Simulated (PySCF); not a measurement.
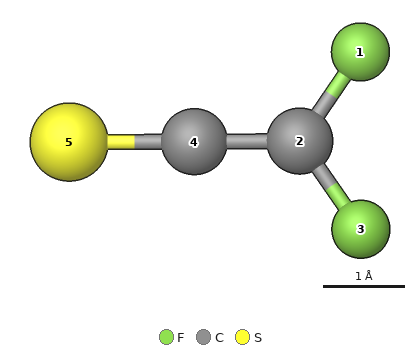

The structure (ball-and-stick view, seen on its broad side; atoms are numbered from 1 in the order of the input). Bond lengths as drawn: C–C 1.31 Å, C–F 1.34 Å and C–S 1.55 Å.

**Excited-state calculation, with input and output: C₂F₂S**

C₂F₂S, computed with ADC(2)/aug-cc-pVDZ, RHF (PySCF 2.14.0).

The geometry comes from this level: GFN2-xTB.

**Output**
```
converged SCF energy = -672.079593292364
MP2 correlation energy of reference state (a.u.) = -0.79658202
root  energy (eV)  strength
  1     1.5099    0.00000
  2     5.3564    0.00000
  3     5.6661    0.00905
```

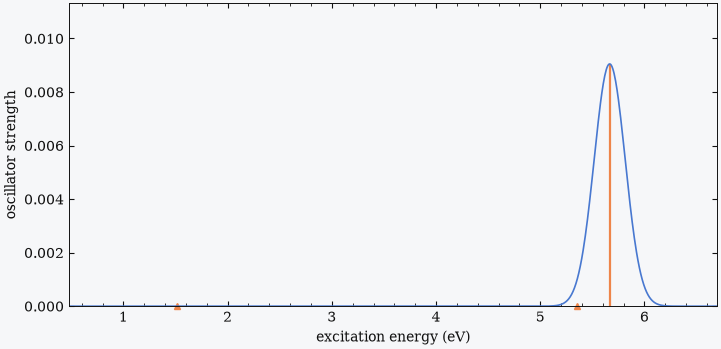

Computed excitations as sticks (degenerate states added up, dark ones marked on the axis), with a Gaussian envelope of 0.35 eV full width at half maximum, scaled to the tallest. Of the 3 states the lowest lies at 1.51 eV (f = 0.000); the strongest line is at 5.67 eV, or 219 nm (f = 0.009).

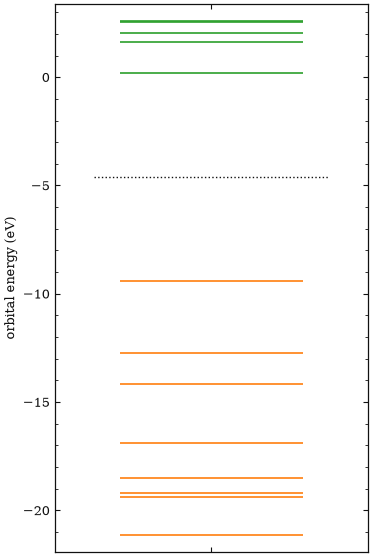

Orbital energies near the frontier (SCF reference); the dotted line parts filled from empty levels, and levels within 0.02 eV of each other stand side by side. Highest filled −9.42 eV, lowest empty 0.19 eV, 9.61 eV apart.

The run was set up as follows.

**Input file (run.py)**
```python
from pyscf import gto, scf, adc

mol = gto.M(
    atom='''
F        1.472550      -0.771810       0.321250
C        0.206980      -0.344810       0.347690
F       -0.458530      -0.877240       1.376380
C       -0.304180       0.505830      -0.503760
S       -0.916810       1.488030      -1.541560
''',
    max_memory=40,
    basis='aug-cc-pvdz',
    verbose=3,
)

mf = scf.RHF(mol)
mf.max_cycle = 60
mf.direct_scf_tol = 1e-13
mf.conv_tol = 1e-08
mf.kernel()

myadc = adc.ADC(mf, frozen=9)
myadc.method = 'adc(2)'

myadc.method_type = 'ee'
e, vec, osc, x = myadc.kernel(nroots=3)

roots = e * 27.211386
print('root  energy (eV)  strength')
for i, (w, f) in enumerate(zip(roots, osc), 1):
    print('%3d %10.4f %10.5f' % (i, w, f))
```

Launched with:
```bash
OMP_NUM_THREADS=1 python run.py
```

**Results in brief**

```json
{"quantity": "outcome", "value": "converged"}
{"quantity": "SCF energy", "value": "−672.079593 hartree"}
{"quantity": "correlation energy", "value": "−0.796582 hartree"}
{"quantity": "basis functions", "value": "119"}
{"quantity": "HOMO of the SCF reference", "value": "−9.42 eV"}
{"quantity": "LUMO of the SCF reference", "value": "0.19 eV"}
{"quantity": "lowest excitation", "value": "1.51 eV"}
{"quantity": "hardware", "value": "1 thread of Arm Neoverse V1, 24 GiB of memory available, shared host"}
{"quantity": "wall time", "value": "5.7 min"}
{"quantity": "peak memory", "value": "0.74 GiB"}
```
